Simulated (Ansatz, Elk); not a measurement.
# Bonding as seen by X-rays: Sr2SnS2O2

The structure of Sr2SnS2O2 used here is made up (a known structure type with other elements) and was relaxed beforehand with PBE. The aim is the Fourier transform of its all-electron density, F(hkl), set beside the sum over free spherical atoms that refinements use.

Method: DFT, PBE, all-electron APW+lo, Dirac cores, scalar-relativistic bands, static density, no spin, in Elk 11.2.3 (patched build).

The structure was built from a prototype and need not be the compound's stable phase.

### 1. Starting point

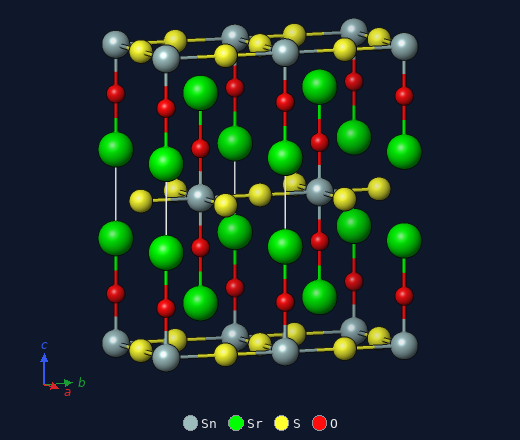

The cell as given, slightly off an axis (tin teal, strontium green, sulfur yellow, oxygen red). 1×2×1 cells are drawn. This picture shows the conventional cell, with its axes. Some periodic images of atoms are drawn too.

### 2. Ground state and structure factors

An all-electron density is needed, since X-rays see the cores too. Task 0 finds the density and task 195 Fourier-transforms it; tshift is off so that phases refer to the origin typed.

File elk.in:

```
tasks
  0
  195

xctype
  20

spinpol
  .false.

rgkmax
  7.0

gmaxvr
  14.0

lmaxo
  7

lmaxapw
  8

swidth
  0.002

tshift
  .false.

ramdisk
  .false.

hmaxvr
  5.5

maxscl
  120

epspot
  1e-06

sppath
  './'

avec
  -4.89061158355 4.89061158355 11.39925070971
  4.89061158355 -4.89061158355 11.39925070971
  4.89061158355 4.89061158355 -11.39925070971

atoms
  4
  'Sn.in'
  1
  0.0000000000 0.0000000000 0.0000000000   0.000000 0.000000 0.000000
  'Sr.in'
  2
  0.6483646051 0.6483646051 -0.0000000000   0.000000 0.000000 0.000000
  0.3516353949 0.3516353949 -0.0000000000   0.000000 0.000000 0.000000
  'S.in'
  2
  0.5000000000 0.0000000000 0.5000000000   0.000000 0.000000 0.000000
  0.0000000000 0.5000000000 0.5000000000   0.000000 0.000000 0.000000
  'O.in'
  2
  0.8344272888 0.8344272888 0.0000000000   0.000000 0.000000 0.000000
  0.1655727112 0.1655727112 0.0000000000   0.000000 0.000000 0.000000

ngridk
  6 6 6
```

Command:

```console
OMP_NUM_THREADS=4 elk
```

Numbers of over 12 decimals in the logs are rounded to 6 here.

Log:

```text
┌─────────────────────────┐
│ Elk code version 11.2.3 │
└─────────────────────────┘

All units are atomic (Hartree, Bohr, etc.)

┌─────────────────────────────────────────────────┐
│ Ground-state run starting from atomic densities │
└─────────────────────────────────────────────────┘

Lattice vectors :
  -4.890611584       4.890611584       11.39925071
   4.890611584      -4.890611584       11.39925071
   4.890611584       4.890611584      -11.39925071

Reciprocal lattice vectors :
 -0.4041356212E-17  0.6423721451      0.2755964171
  0.6423721451     -0.4041356212E-17  0.2755964171
  0.6423721451      0.6423721451     -0.2047205290E-17

Unit cell volume      :    1090.592837
Brillouin zone volume :   0.2274452985

Muffin-tin inner radius fraction :   0.1000000000E-01

Nuclei treated as point charges

Species : 1 (Sn)
 parameters loaded from : Sn.in
 name : tin
 nuclear charge    :   -50.00000000
 electronic charge :    50.00000000
 atomic mass :    216395.0922
 muffin-tin radius :    2.201023909
 number of radial points in muffin-tin :   1193
 inner part over the whole radius :   0.9993946990E-02
 number on inner part of muffin-tin    :    847
 approximate nuclear radius :   0.8828114845E-04
 number of mesh points to nuclear radius :    432
 atomic positions (lattice), magnetic fields (Cartesian) :
  1 :   0.00000000  0.00000000  0.00000000    0.00000000  0.00000000  0.00000000

Species : 2 (Sr)
 parameters loaded from : Sr.in
 name : strontium
 nuclear charge    :   -38.00000000
 electronic charge :    38.00000000
 atomic mass :    159721.4892
 muffin-tin radius :    2.600000000
 number of radial points in muffin-tin :   1193
 inner part over the whole radius :   0.9909106339E-02
 number on inner part of muffin-tin    :    847
 approximate nuclear radius :   0.8067967193E-04
 number of mesh points to nuclear radius :    415
 atomic positions (lattice), magnetic fields (Cartesian) :
  1 :  -0.35163539 -0.35163539  0.00000000    0.00000000  0.00000000  0.00000000
  2 :   0.35163539  0.35163539  0.00000000    0.00000000  0.00000000  0.00000000

Species : 3 (S)
 parameters loaded from : S.in
 name : sulphur
 nuclear charge    :   -16.00000000
 electronic charge :    16.00000000
 atomic mass :    58450.91931
 muffin-tin radius :    2.200000000
 number of radial points in muffin-tin :    793
 inner part over the whole radius :   0.9890556315E-02
 number on inner part of muffin-tin    :    554
 approximate nuclear radius :   0.6195814986E-04
 number of mesh points to nuclear radius :    251
 atomic positions (lattice), magnetic fields (Cartesian) :
  1 :   0.50000000  0.00000000  0.50000000    0.00000000  0.00000000  0.00000000
  2 :   0.00000000  0.50000000  0.50000000    0.00000000  0.00000000  0.00000000

Species : 4 (O)
 parameters loaded from : O.in
 name : oxygen
 nuclear charge    :   -8.000000000
 electronic charge :    8.000000000
 atomic mass :    29165.12205
 muffin-tin radius :    1.523785783
 number of radial points in muffin-tin :    593
 inner part over the whole radius :   0.9986277461E-02
 number on inner part of muffin-tin    :    406
 approximate nuclear radius :   0.5115538663E-04
 number of mesh points to nuclear radius :    175
 atomic positions (lattice), magnetic fields (Cartesian) :
  1 :  -0.16557271 -0.16557271  0.00000000    0.00000000  0.00000000  0.00000000
  2 :   0.16557271  0.16557271  0.00000000    0.00000000  0.00000000  0.00000000

Total number of atoms per unit cell :    7
Total muffin-tin volume :    310.7542017
 ratio of muffin-tin to unit cell volume :   0.2849406222

Spin treatment :
 spin-unpolarised

Number of Bravais lattice symmetries :   16
Number of crystal symmetries         :   16
Crystal has inversion symmetry
Real symmetric eigensolver will be used

k-point grid :      6     6     6
k-point offset :    0.000000000       0.000000000       0.000000000
k-point set is reduced with full crystal symmetry group
Total number of k-points :       30

[...]
total energy                :     -13489.382915497

Density of states at Fermi energy :   0.5447741153E-03
 (states/Hartree/unit cell)

Estimated indirect band gap :   0.4424393203E-01
 from k-point 13 to k-point 30
Estimated direct band gap   :   0.6329581814E-01
 at k-point 30

Charges :
 core                        :    110.0000000
 valence                     :    64.00000000
 interstitial                :    11.13545919
 muffin-tins (core leakage)
  species : 1 (Sn)
[...]
species : 2 (Sr)
[...]
species : 3 (S)
[...]
species : 4 (O)
[...]
total in muffin-tins        :    162.8645408
 total calculated charge     :    173.9948715
 total charge                :    174.0000000
 error                       :   0.5128476112E-02

RMS change in Kohn-Sham potential (target) :   0.8009254189     (  0.1000000000E-05)
Absolute change in total energy (target)   :   0.1178677278     (  0.1000000000E-03)

[... loops 3 to 15 left out ...]

┌──────────────────┐
│ Loop number : 16 │
└──────────────────┘

Energies :
 Fermi                       :     0.161528
 sum of occupied eigenvalues :     -8002.4608127502
 electron kinetic            :      14007.749372605
 core electron kinetic       :      13616.644248653
 Coulomb                     :     -27051.240366487
 Coulomb potential           :     -21431.726160145
 nuclear-nuclear             :     -1319.7465822105
 electron-nuclear            :     -30053.556297740
 Hartree                     :      4322.0625134634
 Madelung                    :     -16335.377286414
 xc potential                :     -578.48402520978
 exchange                    :     -436.08715424977
 correlation                 :     -8.299276
 electron entropic           :    -0.19592865015769E-07
 total energy                :     -13487.877424350

Density of states at Fermi energy :   0.3663196588E-03
 (states/Hartree/unit cell)

Estimated indirect band gap :   0.4452769642E-01
 from k-point 13 to k-point 30
Estimated direct band gap   :   0.6675030960E-01
 at k-point 30

Charges :
 core                        :    110.0000000
 valence                     :    64.00000000
 interstitial                :    12.07353284
 muffin-tins (core leakage)
  species : 1 (Sn)
[...]
species : 2 (Sr)
[...]
species : 3 (S)
[...]
species : 4 (O)
[...]
total in muffin-tins        :    161.9264672
 total calculated charge     :    173.9957620
 total charge                :    174.0000000
 error                       :   0.4237997462E-02

RMS change in Kohn-Sham potential (target) :   0.1617140712E-06 (  0.1000000000E-05)
Absolute change in total energy (target)   :   0.4536237066E-04 (  0.1000000000E-03)

Convergence targets achieved

┌──────────────────┐
│ Loop number : 17 │
└──────────────────┘

Energies :
 Fermi                       :     0.161528
 sum of occupied eigenvalues :     -8002.4608160227
 electron kinetic            :      14007.749369078
 core electron kinetic       :      13616.644245110
 Coulomb                     :     -27051.240364074
 Coulomb potential           :     -21431.726156940
 nuclear-nuclear             :     -1319.7465822105
 electron-nuclear            :     -30053.556296049
 Hartree                     :      4322.0625141852
 Madelung                    :     -16335.377285604
 xc potential                :     -578.48402816072
 exchange                    :     -436.08715402931
 correlation                 :     -8.299276
 electron entropic           :    -0.19592872398569E-07
 total energy                :     -13487.877425250

Density of states at Fermi energy :   0.3663198023E-03
 (states/Hartree/unit cell)

Estimated indirect band gap :   0.4452769491E-01
 from k-point 13 to k-point 30
Estimated direct band gap   :   0.6675031954E-01
 at k-point 30

Charges :
 core                        :    110.0000000
 valence                     :    64.00000000
 interstitial                :    12.07353293
 muffin-tins (core leakage)
  species : 1 (Sn)
[...]
species : 2 (Sr)
[...]
species : 3 (S)
[...]
atom 2                    :    14.59308086     (  0.7076713183E-04)
  species : 4 (O)
   atom 1                    :    6.833607534     (  0.1275876449E-07)
   atom 2                    :    6.833607534     (  0.1275876449E-07)
 total in muffin-tins        :    161.9264671
 total calculated charge     :    173.9957620
 total charge                :    174.0000000
 error                       :   0.4237997415E-02

┌──────────────────────────────┐
│ Self-consistent loop stopped │
└──────────────────────────────┘

Warning : core states of species 1 leak from the muffin-tin :   0.7072376844E-03

Wrote STATE.OUT
```

Elapsed: 88 s, on 4 threads of Arm Neoverse V1, shared host; peak memory 0.32 GiB; 4.1 min of CPU time.

SFACRHO.OUT:

```text

h k l indices transformed by vhmat matrix:
   1.000000000       0.000000000       0.000000000    
   0.000000000       1.000000000       0.000000000    
   0.000000000       0.000000000       1.000000000    

      h      k      l  multipl.   |H|            Re(F)            Im(F)           |F|

      0      0      0      1   0.0000000       174.00000      0.29806835E-15   174.00000    
     -1     -1      1      2  0.55119283       49.058574      0.28378155E-14   49.058574    
     -1      0      1      8  0.69899596       12.512664      0.94593850E-15   12.512664    
      1     -1      0      4  0.90845140       97.384616      0.27103487E-14   97.384616    
      2      1     -1      8   1.0470064       89.291294     -0.48479348E-14   89.291294    
      0      2     -1      8   1.0625900      -7.4065374     -0.18918770E-14   7.4065374    
      2      2     -2      2   1.1023857       7.3399102     -0.37837540E-14   7.3399102    
      1     -1     -1      4   1.2847443       136.23691      0.41412659E-14   136.23691    
      0      2      0      8   1.3979919       38.838453     -0.18918770E-14   38.838453    
     -2     -2      1      8   1.4284740      -36.826163      0.18918770E-14   36.826163    
     -1      2      0     16   1.4625879       9.9356528     -0.23648462E-14   9.9356528    
      2      3     -3      8   1.5203541       46.779387      0.37837540E-14   46.779387    
     -3     -3      3      2   1.6535785       110.37621     -0.97402105E-14   110.37621    
     -3      0      2     16   1.6573444       80.291761      0.17514643E-14   80.291761    
      3      1     -1      8   1.6928739       5.6376414     -0.56756310E-14   5.6376414    
      0      0      2      4   1.8169028       117.86734     -0.48454905E-14   117.86734    
      3      3     -2      8   1.8866918       66.744456      0.96958696E-14   66.744456    
     -3      1      1      8   1.8986704       34.488083      0.23648462E-14   34.488083
```

Elk indexes on the primitive cell of elk.in and gives |H| = 4π sin θ/λ in inverse bohr. Below, one row stands for each form hkl of the conventional cell (m members, Friedel mates merged), F is for one primitive cell and the density is static (no thermal factor). Free-atom factors are Waasmaier and Kirfel's, and R is Σm||F|−|F'||/Σm|F|.

```
hkl   m  sin θ/λ (Å⁻¹)  abs F, DFT  neutral atoms   diff.
002   2          0.083      49.059         48.997  +0.062
101   8          0.105      12.513         12.537  -0.025
110   4          0.137      97.385         97.002  +0.382
103   8          0.157      89.291         90.084  -0.793
112   8          0.160       7.407          6.367  +1.040
004   2          0.166       7.340          7.623  -0.283
200   4          0.193     136.237        135.356  +0.881
202   8          0.210      38.839         38.961  -0.122
114   8          0.215      36.826         36.530  +0.296
211  16          0.220       9.936          9.755  +0.181
105   8          0.229      46.779         46.447  +0.332
006   2          0.249     110.376        110.178  +0.198
213  16          0.249      80.292         80.390  -0.098
204   8          0.255       5.638          5.821  -0.184
```

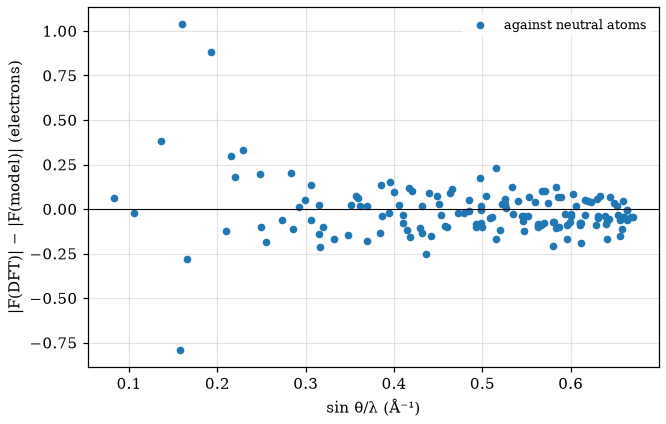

Difference between the calculated structure factors and the independent-atom ones.

### 3. The highest occupied states alone

An energy window below the Fermi level keeps the highest occupied states, to see at which angles they scatter; shallow core shells can lie inside it and anion s states outside. No new self-consistency is needed.

elk.in, as its differences from that of step 2:

```diff
@@ -1,3 +1,2 @@
 tasks
-  0
   195
@@ -40,2 +39,5 @@
 
+wsfac
+  -0.389710 0.461530
+
 sppath
```

Command:

```console
OMP_NUM_THREADS=4 elk
```

Log:

```text
┌─────────────────────────────────┐
│ Elk code version 11.2.3 started │
└─────────────────────────────────┘

Info(readinput): the functional depends on the density's gradient
 muffin-tin radial points multiplied by    2.00000
 (not where nrmtscf is given)

┌────────────────────┐
│ Current task : 195 │
└────────────────────┘
Info(checkmt): changed muffin-tin radius of species 1 (Sn) from   2.6000 to   2.2010
Info(checkmt): changed muffin-tin radius of species 4 (O) from   1.8000 to   1.5238

Info(sfacrho): density structure factors written to SFACRHO.OUT

 Energy window :  -0.3897100000      0.4615300000

┌──────────────────┐
│ Elk code stopped │
└──────────────────┘
```

Wall time 27 s (4 threads); peak memory 0.22 GiB.

States within 15 eV below the Fermi level hold 28.00 electrons; any levels below the window count with the cores. Their amplitudes can exceed the total, where window and core parts have opposite phase:

```csv
hkl,sin θ/λ (Å⁻¹),"abs F, window","abs F, all"
002,0.083,7.696,49.059
101,0.105,4.960,12.513
110,0.137,1.403,97.385
103,0.157,6.003,89.291
112,0.160,8.604,7.407
004,0.166,2.576,7.340
200,0.193,9.905,136.237
202,0.210,0.519,38.839
114,0.215,5.172,36.826
211,0.220,2.441,9.936
```

### 4. Another functional

The difference from free atoms is small, so it is set against the change that PBEsol makes.

elk.in, as its differences from that of step 3:

```diff
@@ -1,2 +1,3 @@
 tasks
+  0
   195
@@ -4,3 +5,3 @@
 xctype
-  20
+  22
 
@@ -39,5 +40,2 @@
 
-wsfac
-  -0.389710 0.461530
-
 sppath
```

Command:

```console
OMP_NUM_THREADS=4 elk
```

Log:

```text
┌─────────────────────────┐
│ Elk code version 11.2.3 │
└─────────────────────────┘

All units are atomic (Hartree, Bohr, etc.)

┌─────────────────────────────────────────────────┐
│ Ground-state run starting from atomic densities │
└─────────────────────────────────────────────────┘

Lattice vectors :
  -4.890611584       4.890611584       11.39925071
   4.890611584      -4.890611584       11.39925071
   4.890611584       4.890611584      -11.39925071

Reciprocal lattice vectors :
 -0.4041356212E-17  0.6423721451      0.2755964171
[...]
species : 2 (Sr)
[...]
species : 3 (S)
[...]
species : 4 (O)
   atom 1                    :    6.813268096     (  0.2244565378E-07)
   atom 2                    :    6.813268096     (  0.2244565378E-07)
 total in muffin-tins        :    161.8432956
 total calculated charge     :    173.9957740
 total charge                :    174.0000000
 error                       :   0.4225958899E-02

┌──────────────────────────────┐
│ Self-consistent loop stopped │
└──────────────────────────────┘

Warning : core states of species 1 leak from the muffin-tin :   0.7163934048E-03

Wrote STATE.OUT
[key lines of the parts left out:]
total energy                :     -13479.577921008
```

The job ended after 96 s (4 threads; peak memory 0.32 GiB; 4 min of CPU time).

Against the first run R = 0.03 %; the largest change is -0.085 at 200.

### 5. Basis size

The basis and the expansions that go with it are enlarged, to see whether the differences are converged.

elk.in, as its differences from that of step 4:

```diff
@@ -5,3 +5,3 @@
 xctype
-  22
+  20
 
@@ -11,12 +11,12 @@
 rgkmax
-  7.0
+  8.5
 
 gmaxvr
-  14.0
+  18.0
 
 lmaxo
-  7
+  9
 
 lmaxapw
-  8
+  10
```

Command:

```console
OMP_NUM_THREADS=4 elk
```

Log:

```text
┌─────────────────────────┐
│ Elk code version 11.2.3 │
└─────────────────────────┘

All units are atomic (Hartree, Bohr, etc.)

┌─────────────────────────────────────────────────┐
│ Ground-state run starting from atomic densities │
└─────────────────────────────────────────────────┘

Lattice vectors :
  -4.890611584       4.890611584       11.39925071
   4.890611584      -4.890611584       11.39925071
   4.890611584       4.890611584      -11.39925071

Reciprocal lattice vectors :
 -0.4041356212E-17  0.6423721451      0.2755964171
[...]
species : 2 (Sr)
[...]
species : 3 (S)
[...]
species : 4 (O)
   atom 1                    :    6.865074969     (  0.1349770806E-07)
   atom 2                    :    6.865074969     (  0.1349770806E-07)
 total in muffin-tins        :    162.0010951
 total calculated charge     :    174.0002475
 total charge                :    174.0000000
 error                       :   0.2475404715E-03

┌──────────────────────────────┐
│ Self-consistent loop stopped │
└──────────────────────────────┘

Warning : core states of species 1 leak from the muffin-tin :   0.7068991352E-03

Wrote STATE.OUT
[key lines of the parts left out:]
total energy                :     -13487.943700433
```

The job ended after 4.6 min (4 threads; peak memory 0.84 GiB; 14 min of CPU time).

Against the first run R = 0.04 %; the largest change is +0.043 at 330.

### 6. Settings against the effect

| run | R against the first run (%) | R against neutral atoms, low angle (%) | wall time |
| --- | --- | --- | --- |
| PBE, rgkmax 7 | 0.00 | 0.55 | 88 s |
| PBEsol | 0.03 | 0.51 | 96 s |
| rgkmax 8.5 with larger expansions | 0.04 | 0.58 | 4.6 min |

### 7. Results

```
R against neutral atoms, sin θ/λ < 0.3 Å⁻¹ : 0.55 %
R against neutral atoms, 0.3 to 0.67 Å⁻¹   : 0.22 %
```

**Reading.** Independent neutral atoms miss the calculated amplitudes by R = 0.55 % below 0.3 Å⁻¹ and 0.22 % from there to 0.67 Å⁻¹; by shells, 0.31 % below 0.15 Å⁻¹ (3 forms), 0.58 % 0.15 to 0.3 (16 forms), 0.24 % 0.3 to 0.45 (34 forms), 0.22 % above 0.45 (96 forms). Bonding, aspherical density and the tables' own atoms all enter these figures, and the runs don't part them. The largest change of an amplitude is +1.04 electrons, at 112. Weak lines can change much in proportion: 112 goes from 6.37 to 7.41. The window's part falls from 28.0 electrons at the origin to at most 1.20 between 0.45 and 0.67 Å⁻¹, where compact states inside the window still scatter. Below 0.3 Å⁻¹ the changes that finished (PBEsol and rgkmax 8.5 with larger expansions) move F by R = 0.05 % at most, against the 0.55 % that separates it from free atoms. The k-mesh has no finished test. Part of the difference isn't bonding: the tables are fits to free atoms and ions calculated by other methods than this functional. Thermal motion, anomalous dispersion and extinction are left out.

[Logs are printed without paths, hosts, clocks, repeated set-up lines and the standing remarks that a program may print on its own settings, such as how far it seeks lower states.]

[Hosts, paths, dates, database ids (printed as entryN), source tags and the programs' standing remarks are cut or masked in the printed files.]
